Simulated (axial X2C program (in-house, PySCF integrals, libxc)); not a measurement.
**IrN: from the state search to constants**

Aim: find the lowest determinant of IrN, scan the bond at several levels and fit the constants, once spin-free and once with spin–orbit coupling.

Method: all-electron X2C, Ir dyall-v3z, N dyall-v3z; program: an in-house X2C program for linear molecules on PySCF integrals.

All values are calculated.

## 1. The job

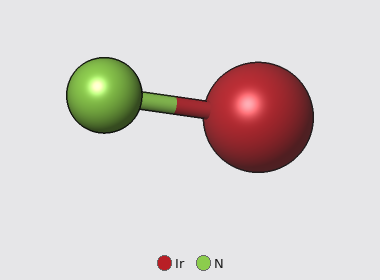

The two atoms at 1.750 Å (iridium red, nitrogen green).

task.json

```json
{
 "zs": [
  77,
  7
 ],
 "q": 0,
 "bas": [
  "dyall-v3z",
  "dyall-v3z"
 ],
 "levels": [
  "PBE0",
  "HF",
  "BP86",
  "r2SCAN0"
 ],
 "cc": false,
 "r0": 1.75,
 "npts": 10,
 "nst": 2,
 "ntry": 6
}
```

Keys: zs atomic numbers; q charge; bas basis sets; levels methods (HF also brings MP2); cc coupled cluster on or off; r0 starting distance in Å; npts points asked for on the curve; nst determinants followed; ntry starts of the search.

Started as:

```console
python so2c.py task.json out
```

Spin-free means the one-electron spin-free X2C Hamiltonian; two-component (2c) means X2C with spin–orbit coupling and atomic mean-field two-electron Coulomb and Gaunt terms. Basis: Ir dyall-v3z contracted to [13s14p9d6f2g], N dyall-v3z contracted to [6s6p2d1f]; Gaussian nuclei, density fitting. Masses: Ir 192.963 u, N 14.003 u.

Notation: σ, π±, δ± give the projection m of an orbital's angular momentum (0, ±1, ±2), α and β its spin, Λ and M_S the sums; ω is the projection of a spinor's total angular momentum and Ω the sum. Logs are in hartree.

The results follow Hamiltonian by Hamiltonian and level by level.

## 2. Search for the lowest determinant

PBE0 moves the distance from 1.750 Å to 1.587 Å and compares determinants there.

Spin-free determinants:

| ΔE (eV) | state | open shells |
| --- | --- | --- |
| 0.00 | M_S = 0, Λ = 0 | closed shell |
| 1.03 | M_S = 1, Λ = 1 | beyond closed shells: σα, π+α |
| 1.28 | M_S = 0, Λ = 1 | beyond closed shells: σα, π+β |
| 1.54 | M_S = 1, Λ = 3 | beyond closed shells: π+α, δ+α, δ+β, δ-α |
| 1.54 | M_S = 1, Λ = 1 | beyond closed shells: π-α, δ+α, δ+β, δ-α |
| 1.68 | M_S = 0, Λ = 3 | beyond closed shells: π+β, δ+α, δ+β, δ-α |
| 1.76 | M_S = 0, Λ = 1 | beyond closed shells: π-β, δ+α, δ+β, δ-α |

Two-component determinants:

```csv
ΔE (eV),state,open shells
0.00,Ω = 0,closed shell
0.91,Ω = 2,"excess of +ω over −ω: ω = -1/2, ω = 5/2"
1.05,Ω = 3,"excess of +ω over −ω: ω = 1/2, ω = 5/2"
1.06,Ω = 1,excess of +ω over −ω: 2 × ω = 1/2
1.32,Ω = 2,"excess of +ω over −ω: ω = 1/2, ω = 3/2"
1.37,Ω = 4,"excess of +ω over −ω: ω = 3/2, ω = 5/2"
1.56,Ω = 1,"excess of +ω over −ω: ω = -1/2, ω = 3/2"
```

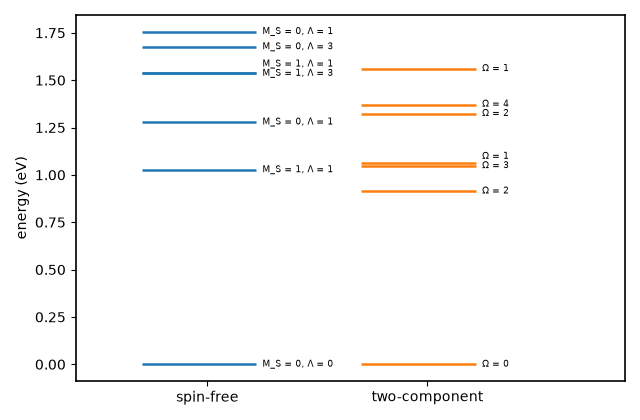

The determinants found, each set from its own lowest.

## 3. PBE0, spin-free

State followed: M_S = 0, Λ = 0 (closed shell). The scan is laid around 1.587 Å, a first estimate of the minimum, and this SCF restarts from the orbitals of the search.

Output at 1.587 Å:

```text
spin-free X2C-1e  PBE0
basis functions 201  fitting functions 1130  grid points 5072
iter        total energy     max residual
   1     -17884.257134386     1.30e-05
   2     -17884.257134344     7.20e-05
   3     -17884.257134389     6.41e-06
   4     -17884.257134389     3.08e-06
converged
one-electron -24878.43554517  Coulomb 7173.99475449  exact exchange -88.45195146  xc functional -271.09124586  nuclear repulsion 179.72685361
```

Along the bond, energies from the lowest point:

```
R (Å)  E (eV)  μ (D)  HOMO (eV)  LUMO (eV)  iterations
1.381  2.1883  -0.54      -6.58      -2.39          12
1.444  0.8754  -0.90      -6.67      -2.70          12
1.492  0.3218  -1.15      -6.73      -2.93          12
1.539  0.0508  -1.37      -6.78      -3.15          12
1.587  0.0000  -1.59      -6.81      -3.35           4
1.643  0.1519  -1.82      -6.84      -3.56          12
1.698  0.4711  -2.04      -6.87      -3.76          13
1.770  1.0467  -2.30      -6.89      -3.97          14
1.857  1.8986  -2.59      -6.91      -4.18          16
1.984  3.2464  -2.96      -6.93      -4.41          18
```

Dipoles are positive if N is the positive end.

Outer orbitals at the reference distance:

```tsv
symmetry	occupied	ε (eV)	atomic character
σα	yes	-23.02	56% N s, 21% Ir d, 8% Ir p
σα	yes	-12.06	50% N p, 32% Ir d, 11% N s
π+α	yes	-11.78	50% Ir d, 44% N p
π-α	yes	-11.78	50% Ir d, 44% N p
δ+α	yes	-7.82	99% Ir d
δ-α	yes	-7.82	99% Ir d
σα	yes	-6.81	59% Ir s, 19% Ir d, 16% N p
π-α	no	-3.35	40% Ir d, 32% N p, 19% Ir p
π+α	no	-3.35	40% Ir d, 32% N p, 19% Ir p
σα	no	-1.95	44% Ir p, 21% Ir d, 19% N p
π+α	no	0.33	81% Ir p, 8% N p, 6% Ir d
```

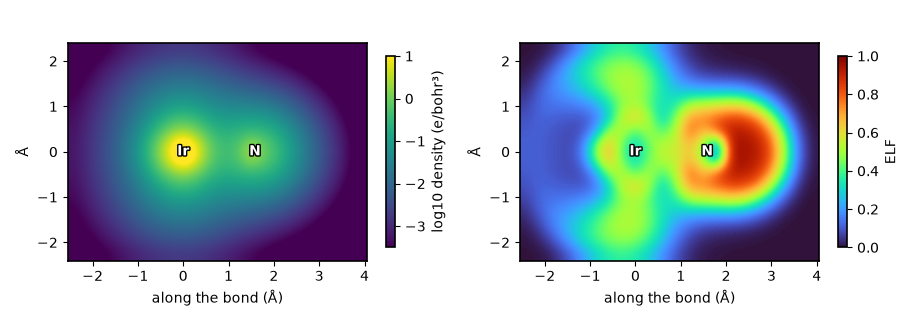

PBE0 fields in a plane through the axis, from a grid of 0.3 Å; Ir lies at z = 0 and N at z = 1.587 Å; the ELF is damped to zero where the density is low.

Re = 1.576 Å, ωe = 1286 cm⁻¹, ωexe = 4.47 cm⁻¹, Be = 0.5201 cm⁻¹, De = 5.42 eV, μ = -1.54 D.

## 4. HF, spin-free

The SCF at the reference distance of 1.587 Å:

```text
spin-free X2C-1e  HF
basis functions 201  fitting functions 1130  grid points 5072
iter        total energy     max residual
   1     -17878.521742914     8.76e-01
   2     -17878.564392680     1.53e-02
   3     -17878.565390741     1.21e-02
   4     -17878.566265612     6.14e-03
   5     -17878.566467715     3.17e-03
   6     -17878.566641529     5.09e-04
   7     -17878.566658911     3.03e-04
   8     -17878.566663801     1.64e-04
   9     -17878.566666241     7.79e-05
  10     -17878.566666609     1.44e-05
  11     -17878.566666620     4.10e-06
  12     -17878.566666622     3.05e-06
  13     -17878.566666623     7.32e-07
converged
one-electron -24879.37968804  Coulomb 7175.07663028  exact exchange -353.99046248  xc functional 0.00000000  nuclear repulsion 179.72685361
```

Re = 1.548 Å, ωe = 1365 cm⁻¹, ωexe = 4.69 cm⁻¹, Be = 0.5391 cm⁻¹, De = -0.948 eV, μ = -2.18 D.

## 5. BP86, spin-free

The SCF at the reference distance of 1.587 Å:

```text
spin-free X2C-1e  BP86
basis functions 201  fitting functions 1130  grid points 5072
iter        total energy     max residual
   1     -17886.763735418     2.48e-01
   2     -17886.768816999     1.07e-02
   3     -17886.760606524     2.67e-02
   4     -17886.761734515     3.36e-02
   5     -17886.770075030     5.64e-03
   6     -17886.770340100     5.20e-04
   7     -17886.770344899     1.94e-04
   8     -17886.770345220     1.48e-05
   9     -17886.770345223     2.91e-06
  10     -17886.770345223     1.20e-06
converged
one-electron -24877.30017280  Coulomb 7172.83133275  exact exchange 0.00000000  xc functional -362.02835879  nuclear repulsion 179.72685361
```

Re = 1.599 Å, ωe = 1216 cm⁻¹, ωexe = 4.58 cm⁻¹, Be = 0.5053 cm⁻¹, De = 6.90 eV, μ = -1.21 D.

## 6. r2SCAN0, spin-free

The SCF at the reference distance of 1.587 Å:

```text
spin-free X2C-1e  r2SCAN0
basis functions 201  fitting functions 1130  grid points 5072
iter        total energy     max residual
   1     -17884.327775199     2.82e-01
   2     -17884.331239994     4.43e-03
   3     -17884.327677633     2.03e-02
   4     -17884.331328974     5.18e-03
   5     -17884.331537971     2.08e-03
   6     -17884.331572623     9.01e-05
   7     -17884.331572836     6.02e-05
   8     -17884.331572869     6.70e-06
   9     -17884.331572870     2.21e-06
converged
one-electron -24879.18397773  Coulomb 7174.78308697  exact exchange -88.46514945  xc functional -271.19238628  nuclear repulsion 179.72685361
```

Re = 1.569 Å, ωe = 1305 cm⁻¹, ωexe = 4.39 cm⁻¹, Be = 0.5242 cm⁻¹, De = 4.76 eV, μ = -1.64 D.

## 7. Correlated methods, spin-free

Correlated methods: 14 electrons correlated (frozen shells, counted by type: Ir 5 s, 4 p, 2 d, 1 f; N 1 s), 240 virtual spinors in MP2.

MP2: Re = 1.629 Å, ωe = 1138 cm⁻¹, Be = 0.4863 cm⁻¹, De = 7.35 eV.

## 8. A higher determinant, spin-free

State: M_S = 1, Λ = 1 (beyond closed shells: σα, π+α).

Output at the reference distance:

```text
spin-free X2C-1e  PBE0
basis functions 201  fitting functions 1130  grid points 5072
iter        total energy     max residual
   1     -17884.219400841     6.72e-05
   2     -17884.219400847     9.25e-05
   3     -17884.219400898     4.98e-05
   4     -17884.219400914     2.31e-05
   5     -17884.219400929     2.55e-05
   6     -17884.219400936     2.12e-06
   7     -17884.219400936     5.13e-07
converged
one-electron -24881.17945632  Coulomb 7176.87918286  exact exchange -88.48557323  xc functional -271.16040785  nuclear repulsion 179.72685361
```

```
R (Å)  E above the lowest PBE0 point (eV)
1.381                               3.947
1.444                               2.417
1.492                               1.693
1.539                               1.249
1.587                               1.027
1.643                               0.983
1.698                               1.113
1.770                               1.459
1.857                               2.041
```

Re = 1.627 Å, ωe = 1130 cm⁻¹, ωexe = 4.25 cm⁻¹, Be = 0.488 cm⁻¹, μ = -2.49 D. Te = 0.98 eV.

## 9. The spin-free curves together

Energy (eV) of the followed determinant, spin-free, from each level's lowest point:

```
R (Å)   PBE0     HF    MP2   BP86  r2SCAN0
1.381  2.188  1.705  3.047  2.575    2.075
1.444  0.875  0.577  1.488  1.136    0.800
1.492  0.322  0.151  0.748  0.492    0.273
1.539  0.051  0.000  0.290  0.134    0.027
1.587  0.000  0.062  0.055  0.000    0.000
1.643  0.152  0.335  0.000  0.058    0.179
1.698  0.471  0.766  0.125  0.287    0.523
1.770  1.047  1.470  0.480  0.752    1.131
1.857  1.899  2.454  1.101  1.478    2.021
1.984  3.246  3.961  2.135  2.658    3.422
```

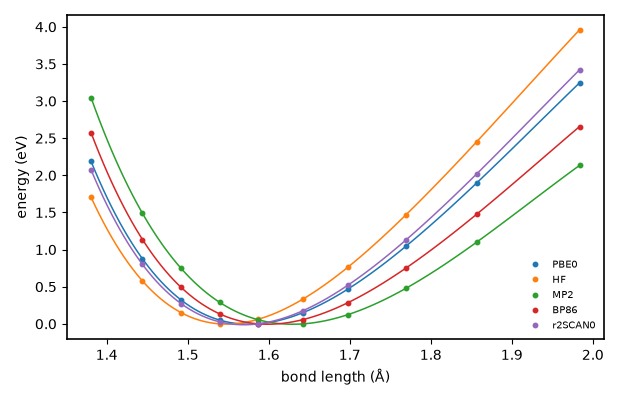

Curves of the followed state, spin-free, each from its own lowest point.

## 10. PBE0, 2c

State followed: Ω = 0 (closed shell). The scan is laid around 1.587 Å, a first estimate of the minimum, and this SCF restarts from the orbitals of the search.

The SCF at the reference distance of 1.587 Å:

```text
two-component X2C + atomic mean field  PBE0
basis functions 201  fitting functions 1130  grid points 5072
iter        total energy     max residual
   1     -17884.942590099     6.36e-06
   2     -17884.942590099     1.99e-05
converged
one-electron -24860.47918445  Coulomb 7171.45963004  exact exchange -88.43132610  xc functional -271.08388717  nuclear repulsion 179.72685361  atomic mean-field constant -16.13467602
```

Along the bond, energies from the lowest point:

```
R (Å)  E (eV)  μ (D)  HOMO (eV)  LUMO (eV)  iterations
1.381  2.2604  -0.58      -6.59      -2.73          13
1.444  0.9343  -0.97      -6.68      -3.03          13
1.492  0.3660  -1.25      -6.74      -3.23          14
1.539  0.0756  -1.51      -6.79      -3.42          14
1.587  0.0000  -1.77      -6.83      -3.59           2
1.643  0.1157  -2.06      -6.86      -3.76          14
1.698  0.3908  -2.34      -6.89      -3.90          15
1.770  0.8993  -2.67      -6.92      -4.04          16
1.857  1.6588  -3.03      -6.94      -4.17          18
1.984  2.8683  -3.43      -6.95      -4.32          17
```

Dipoles are positive if N is the positive end.

Outer spinors at the reference distance:

```json
{"ω": "1/2", "occupied": "yes", "ε (eV)": "-22.87", "atomic character": "56% N s, 21% Ir d, 9% Ir p", "λ mixture": "100% σ"}
{"ω": "1/2", "occupied": "yes", "ε (eV)": "-12.19", "atomic character": "43% Ir d, 43% N p, 7% N s", "λ mixture": "59% σ, 41% π"}
{"ω": "3/2", "occupied": "yes", "ε (eV)": "-11.64", "atomic character": "51% Ir d, 43% N p", "λ mixture": "98% π, 2% δ"}
{"ω": "1/2", "occupied": "yes", "ε (eV)": "-11.59", "atomic character": "48% N p, 41% Ir d, 4% N s", "λ mixture": "59% π, 41% σ"}
{"ω": "3/2", "occupied": "yes", "ε (eV)": "-8.31", "atomic character": "96% Ir d, 3% N p", "λ mixture": "96% δ, 4% π"}
{"ω": "5/2", "occupied": "yes", "ε (eV)": "-7.36", "atomic character": "99% Ir d", "λ mixture": "100% δ"}
{"ω": "1/2", "occupied": "yes", "ε (eV)": "-6.83", "atomic character": "57% Ir s, 18% Ir d, 18% N p", "λ mixture": "98% σ, 2% π"}
{"ω": "1/2", "occupied": "no", "ε (eV)": "-3.59", "atomic character": "35% Ir d, 31% N p, 24% Ir p", "λ mixture": "91% π, 9% σ"}
{"ω": "3/2", "occupied": "no", "ε (eV)": "-3.04", "atomic character": "42% Ir d, 30% N p, 19% Ir p", "λ mixture": "98% π, 2% δ"}
{"ω": "1/2", "occupied": "no", "ε (eV)": "-1.83", "atomic character": "42% Ir p, 23% Ir d, 20% N p", "λ mixture": "93% σ, 7% π"}
{"ω": "1/2", "occupied": "no", "ε (eV)": "0.29", "atomic character": "79% Ir p, 9% N p, 6% Ir d", "λ mixture": "99% π, 1% σ"}
```

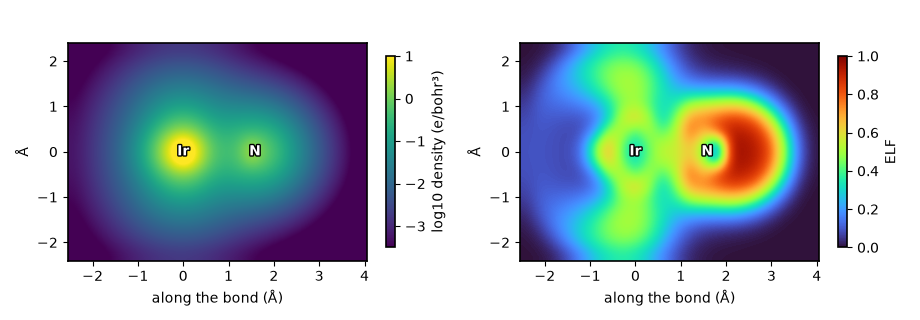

PBE0 fields in a plane through the axis, from a grid of 0.3 Å; Ir lies at z = 0 and N at z = 1.587 Å; the ELF is damped to zero where the density is low.

Re = 1.583 Å, ωe = 1239 cm⁻¹, ωexe = 5.02 cm⁻¹, Be = 0.5153 cm⁻¹, De = 4.93 eV, μ = -1.75 D.

## 11. HF, 2c

The SCF at the reference distance of 1.587 Å:

```text
two-component X2C + atomic mean field  HF
basis functions 201  fitting functions 1130  grid points 5072
iter        total energy     max residual
   1     -17879.152681222     8.73e-01
   2     -17879.195719456     1.54e-02
   3     -17879.196757111     1.20e-02
   4     -17879.197746144     7.33e-03
   5     -17879.198030419     3.81e-03
   6     -17879.198230188     1.33e-03
   7     -17879.198299792     9.25e-04
   8     -17879.198344872     6.35e-04
   9     -17879.198390776     3.26e-04
  10     -17879.198412062     1.66e-04
  11     -17879.198416882     1.14e-04
  12     -17879.198419082     3.84e-05
  13     -17879.198419247     1.51e-05
  14     -17879.198419270     6.81e-06
  15     -17879.198419276     2.80e-06
  16     -17879.198419277     1.48e-06
converged
one-electron -24861.59245310  Coulomb 7172.71654070  exact exchange -353.91468447  xc functional 0.00000000  nuclear repulsion 179.72685361  atomic mean-field constant -16.13467602
```

No constants are quoted: the points don't follow one smooth fit.

## 12. BP86, 2c

Output at 1.587 Å:

```text
two-component X2C + atomic mean field  BP86
basis functions 201  fitting functions 1130  grid points 5072
iter        total energy     max residual
   1     -17887.471622637     2.47e-01
   2     -17887.476434180     1.07e-02
   3     -17887.458796372     4.32e-02
   4     -17887.464451556     4.19e-02
   5     -17887.478163965     4.23e-03
   6     -17887.478327524     4.74e-04
   7     -17887.478332108     2.99e-04
   8     -17887.478332777     2.34e-05
   9     -17887.478332781     4.21e-06
  10     -17887.478332781     1.17e-06
converged
one-electron -24859.29459849  Coulomb 7170.24597399  exact exchange 0.00000000  xc functional -362.02188586  nuclear repulsion 179.72685361  atomic mean-field constant -16.13467602
```

Re = 1.606 Å, ωe = 1171 cm⁻¹, ωexe = 5.09 cm⁻¹, Be = 0.5005 cm⁻¹, De = 6.35 eV, μ = -1.38 D.

## 13. r2SCAN0, 2c

Output at 1.587 Å:

```text
two-component X2C + atomic mean field  r2SCAN0
basis functions 201  fitting functions 1130  grid points 5072
iter        total energy     max residual
   1     -17884.953323291     2.84e-01
   2     -17884.957072482     4.74e-03
   3     -17884.953227867     2.10e-02
   4     -17884.957205852     4.98e-03
   5     -17884.957400311     2.00e-03
   6     -17884.957435498     1.70e-04
   7     -17884.957436620     3.77e-05
   8     -17884.957437038     3.44e-05
   9     -17884.957437228     5.07e-06
  10     -17884.957437234     3.57e-06
  11     -17884.957437235     6.52e-07
converged
one-electron -24861.16519960  Coulomb 7172.18360237  exact exchange -88.44398720  xc functional -271.12403039  nuclear repulsion 179.72685361  atomic mean-field constant -16.13467602
```

Re = 1.575 Å, ωe = 1268 cm⁻¹, ωexe = 4.76 cm⁻¹, Be = 0.5204 cm⁻¹, De = 4.31 eV, μ = -1.81 D.

## 14. Correlated methods, 2c

Correlated methods: 14 electrons correlated (frozen shells, counted by type: Ir 5 s, 4 p, 2 d, 1 f; N 1 s), 242 virtual spinors in MP2.

MP2: No constants are quoted: the points don't follow one smooth fit.

## 15. A higher determinant, 2c

State: Ω = 2 (excess of +ω over −ω: ω = -1/2, ω = 5/2).

Output at the reference distance:

```text
two-component X2C + atomic mean field  PBE0
basis functions 201  fitting functions 1130  grid points 5072
iter        total energy     max residual
   1     -17884.908981270     2.14e-05
   2     -17884.908981289     2.11e-05
   3     -17884.908981294     2.54e-05
   4     -17884.908981300     2.03e-05
   5     -17884.908981305     1.01e-05
   6     -17884.908981307     1.05e-06
   7     -17884.908981308     5.43e-07
converged
one-electron -24858.43152770  Coulomb 7169.45040723  exact exchange -88.44183905  xc functional -271.07819937  nuclear repulsion 179.72685361  atomic mean-field constant -16.13467602
```

```
R (Å)  E above the lowest PBE0 point (eV)
1.381                               4.387
1.444                               2.650
1.492                               1.795
1.539                               1.237
1.587                               0.915
1.643                               0.768
1.698                               0.808
1.770                               1.051
1.857                               1.513
```

Re = 1.656 Å, ωe = 1079 cm⁻¹, Be = 0.4708 cm⁻¹, μ = -2.17 D. Te = 0.76 eV.

## 16. The 2c curves together

Energy (eV) of the followed determinant, 2c, from each level's lowest point:

```
R (Å)   PBE0     HF    MP2   BP86  r2SCAN0
1.381  2.260  1.776  2.918  2.637    2.136
1.444  0.934  0.630  1.365  1.186    0.850
1.492  0.366  0.182  0.633  0.530    0.310
1.539  0.076  0.000  0.195  0.155    0.048
1.587  0.000  0.019  0.000  0.000    0.000
1.643  0.116  0.223  0.111  0.028    0.149
1.698  0.391  0.512  1.400  0.220    0.458
1.770  0.899  0.833  3.173  0.629    1.011
1.857  1.659  1.168  4.624  1.276    1.827
1.984  2.868  1.628  5.970  2.332    3.115
```

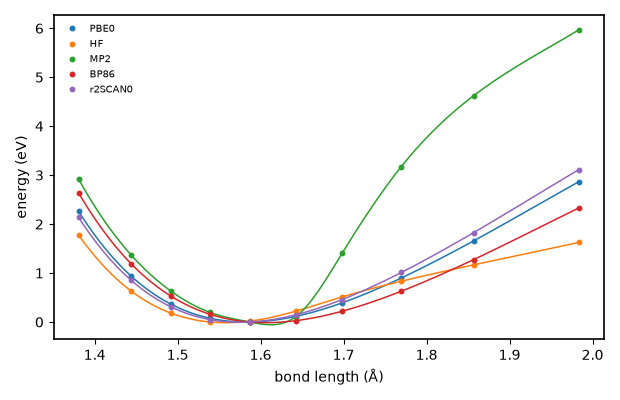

Curves of the followed state, 2c, each from its own lowest point.

The whole job took 3.3 min on 1 thread, shared host.

## 17. What came out

Lowest determinant that the search found at its distance, spin-free: M_S = 0, Λ = 0 (closed shell).

Lowest determinant that the search found at its distance, 2c: Ω = 0 (closed shell).

| Hamiltonian | level | Re (Å) | ωe (cm⁻¹) | De (eV) | μ (D) |
| --- | --- | --- | --- | --- | --- |
| spin-free | PBE0 | 1.576 | 1286 | 5.42 | -1.54 |
| spin-free | HF | 1.548 | 1365 | -0.948 | -2.18 |
| spin-free | MP2 | 1.629 | 1138 | 7.35 | n/a |
| spin-free | BP86 | 1.599 | 1216 | 6.90 | -1.21 |
| spin-free | r2SCAN0 | 1.569 | 1305 | 4.76 | -1.64 |
| 2c | PBE0 | 1.583 | 1239 | 4.93 | -1.75 |
| 2c | BP86 | 1.606 | 1171 | 6.35 | -1.38 |
| 2c | r2SCAN0 | 1.575 | 1268 | 4.31 | -1.81 |

Dipoles are positive if N is the positive end. No constants: 2c HF (the points don't follow one smooth fit); 2c MP2 (the points don't follow one smooth fit).

Time per point (s) on 1 thread, shared host (2c runs); the times are rough: PBE0 1, BP86 0.5, r2SCAN0 1.5.

At PBE0, going from spin-free to two-component changes Re by +7 mÅ, ωe by -3.7 %, so spin–orbit coupling matters for this bond. It costs about 1.5 times the time. De moves by -0.50 eV; both De rest on single-determinant atoms, which can miss part of an open shell's spin–orbit lowering. De is negative at HF: there the minimum lies above the ground-state fragments.

De refers to Ir + N, each in the lowest determinant found, which need not be this curve's own limit. The state is a single determinant with fixed occupations, the lowest that a limited PBE0 search found. The closed shell is kept restricted; where the fragments are open shells, the energy then runs too high at long range. Dissociation energies refer to the lowest single-determinant-based atoms at the same level and basis. The meta-GGAs lack a current-density term, which matters for open shells with orbital currents, atoms included.
